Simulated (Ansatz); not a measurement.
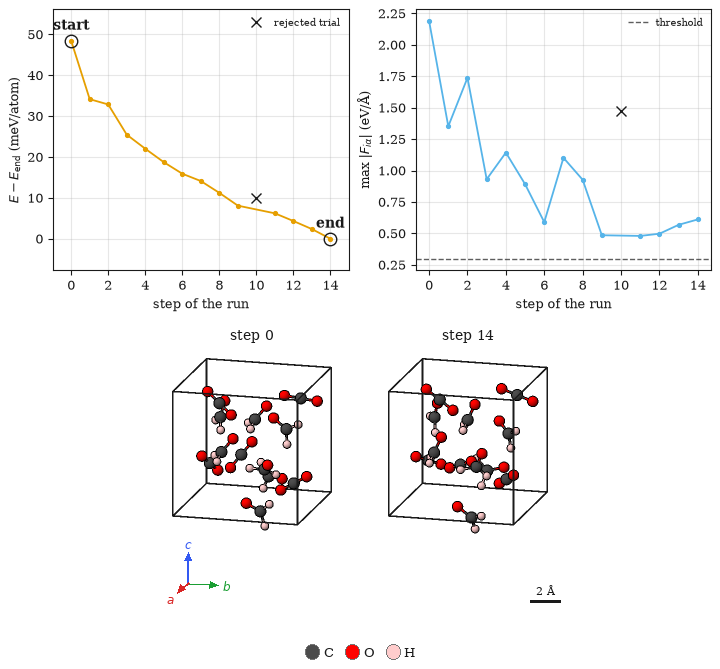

First and last geometry of a relaxation of an amorphous cell of composition H12C11O16, with the history of the run. The picture is a ball-and-stick view of the cell of the calculation (origin shifted), seen slightly off an axis.

The cell holds 5 CO2 + 6 H2CO. The run prepares the start of a later molecular dynamics calculation, from a guessed geometry.

Method: Ansatz 0.2.0, DFT LDA, scalar-relativistic, plane waves, PAW.

Input file:
```yaml
accuracy: low
crystal:
  lattice:
    - [8.862095, 0.0, 0.0]
    - [0.0, 8.862095, 0.0]
    - [0.0, 0.0, 8.862095]
  atoms:
    - { symbol: C, position: [0.0853455, 0.533629, 0.3060861] }
    - { symbol: O, position: [0.0885963, 0.6659736, 0.2933068] }
    - { symbol: O, position: [0.0820947, 0.4012843, 0.3188654] }
    - { symbol: C, position: [0.1040754, 0.8081749, 0.7396585] }
    - { symbol: O, position: [0.2038032, 0.7711259, 0.8194753] }
    - { symbol: O, position: [0.0043477, 0.845224, 0.6598416] }
    - { symbol: C, position: [0.5775786, 0.0124042, 0.3589107] }
    - { symbol: O, position: [0.5457075, -0.0902552, 0.4372323] }
    - { symbol: O, position: [0.6094496, 0.1150635, 0.2805891] }
    - { symbol: C, position: [0.4240321, 0.5681119, 0.7149904] }
    - { symbol: O, position: [0.3970364, 0.4573571, 0.6464807] }
    - { symbol: O, position: [0.4510279, 0.6788667, 0.7835002] }
    - { symbol: C, position: [0.415675, 0.1443773, 0.9130466] }
    - { symbol: O, position: [0.3941706, 0.2247324, 1.0168233] }
    - { symbol: O, position: [0.4371795, 0.0640222, 0.80927] }
    - { symbol: O, position: [0.1554436, 0.9411454, 0.2622204] }
    - { symbol: C, position: [0.1553065, 0.90568, 0.1291888] }
    - { symbol: H, position: [0.06083, 0.8432679, 0.07731] }
    - { symbol: H, position: [0.2496509, 0.9339352, 0.0529441] }
    - { symbol: O, position: [0.601126, 0.453827, 0.2777527] }
    - { symbol: C, position: [0.6345744, 0.5657719, 0.2049188] }
    - { symbol: H, position: [0.673674, 0.6708812, 0.2591014] }
    - { symbol: H, position: [0.6276893, 0.5684774, 0.0805896] }
    - { symbol: O, position: [0.725723, 0.2684347, 0.6132929] }
    - { symbol: C, position: [0.7657647, 0.3918977, 0.5673718] }
    - { symbol: H, position: [0.8157583, 0.4776133, 0.6426444] }
    - { symbol: H, position: [0.7543356, 0.4250902, 0.4478724] }
    - { symbol: O, position: [0.8969185, 0.4854707, 0.9786846] }
    - { symbol: C, position: [0.7891258, 0.430679, 0.9128529] }
    - { symbol: H, position: [0.7049573, 0.5008274, 0.85363] }
    - { symbol: H, position: [0.7694783, 0.3077604, 0.908673] }
    - { symbol: O, position: [0.8573836, 0.1971428, 0.1599418] }
    - { symbol: C, position: [0.8913354, 0.1131662, 0.0562575] }
    - { symbol: H, position: [0.8085666, 0.0369452, 0.002852] }
    - { symbol: H, position: [1.0068035, 0.1085089, 0.0098042] }
    - { symbol: O, position: [0.0631176, 0.3768819, 0.6442207] }
    - { symbol: C, position: [0.0035481, 0.2528777, 0.6387774] }
    - { symbol: H, position: [-0.0309025, 0.2005423, 0.5311361] }
    - { symbol: H, position: [-0.0193731, 0.1857839, 0.7411762] }
basis:
  ecutwfc: 420.0
kpoints:
  mp_grid: { grid: [1, 1, 1] }
hamiltonian:
  xc: lda
scf:
  occupations: { method: fermi_dirac, width: 0.05 }
  lower_state_search: "off"
relax:
  f_tol: 0.3
  max_steps: 15
  adjacent_minimum: "off"
```

Command:
```bash
ansatz run input.yaml --threads 1 --pin off --max-ram 3072MiB --backend cpu --events-out ev --progress --plain --runs-dir out
```

Read the history and describe the run.

The relaxation stopped without meeting its thresholds, so the last structure isn't shown to be converged. It used up its limit of 15 steps. The atom that moves furthest is O14 (1.69 Å along [2 1 −2]). By element the largest moves are O 1.69 Å, H 1.28 Å, C 0.91 Å. The cell stays as it was. Some distances before and after: C25–H27 1.104 → 1.137 Å, C17–H18 1.104 → 1.125 Å, O16–C17 1.220 → 1.203 Å, C10–O11 1.179 → 1.164 Å. Bond angles that change, for instance: O24–C25–H26 122.2° → 119.0°, H26–C25–H27 115.7° → 117.9°. The energy falls by 48.4 meV per atom in 13 accepted moves (14 points after the start). Largest force component: 2.2 eV/Å at the start, 0.61 eV/Å at the end. The line search rejected the trial step at point 10 of the run.

```json
{"step": "0", "E − E(0), meV/atom": "0.00", "largest force component, eV/Å": "2.1902", "note": ""}
{"step": "1", "E − E(0), meV/atom": "-14.28", "largest force component, eV/Å": "1.3523", "note": ""}
{"step": "2", "E − E(0), meV/atom": "-15.58", "largest force component, eV/Å": "1.7384", "note": ""}
{"step": "3", "E − E(0), meV/atom": "-22.97", "largest force component, eV/Å": "0.9311", "note": ""}
{"step": "4", "E − E(0), meV/atom": "-26.41", "largest force component, eV/Å": "1.1432", "note": ""}
{"step": "5", "E − E(0), meV/atom": "-29.70", "largest force component, eV/Å": "0.8921", "note": ""}
{"step": "6", "E − E(0), meV/atom": "-32.53", "largest force component, eV/Å": "0.5900", "note": ""}
{"step": "7", "E − E(0), meV/atom": "-34.32", "largest force component, eV/Å": "1.1019", "note": ""}
{"step": "8", "E − E(0), meV/atom": "-37.21", "largest force component, eV/Å": "0.9272", "note": ""}
{"step": "9", "E − E(0), meV/atom": "-40.33", "largest force component, eV/Å": "0.4856", "note": ""}
{"step": "10", "E − E(0), meV/atom": "-38.55", "largest force component, eV/Å": "1.4707", "note": "rejected"}
{"step": "11", "E − E(0), meV/atom": "-42.21", "largest force component, eV/Å": "0.4803", "note": ""}
{"step": "12", "E − E(0), meV/atom": "-44.10", "largest force component, eV/Å": "0.4978", "note": ""}
{"step": "13", "E − E(0), meV/atom": "-46.07", "largest force component, eV/Å": "0.5686", "note": ""}
{"step": "14", "E − E(0), meV/atom": "-48.44", "largest force component, eV/Å": "0.6115", "note": ""}
```

Limits of the set-up: the program's low-accuracy preset was used.
